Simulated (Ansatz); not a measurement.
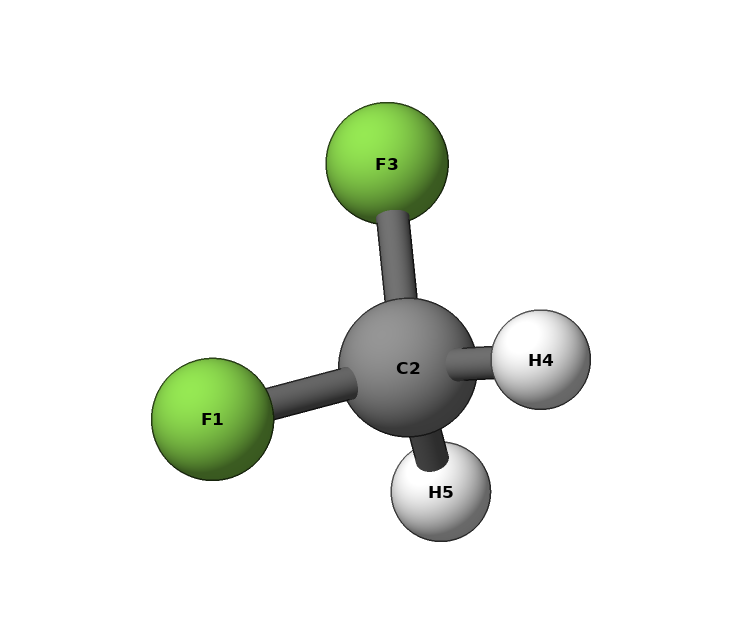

The questions are on Mulliken charges. Computed geometry: PBE0-D4/def2-TZVP optimisation. No frequency run is at hand to confirm it as a minimum. Method: RKS PBE0-D4/def2-TZVP (Ansatz 0.2.0).

List the Mulliken charges.

```csv
atom,value (e)
F1,−0.20
C2,0.19
F3,−0.20
H4,0.10
H5,0.10
```

Mulliken values depend strongly on the basis set and can even reverse the polarity of a bond.
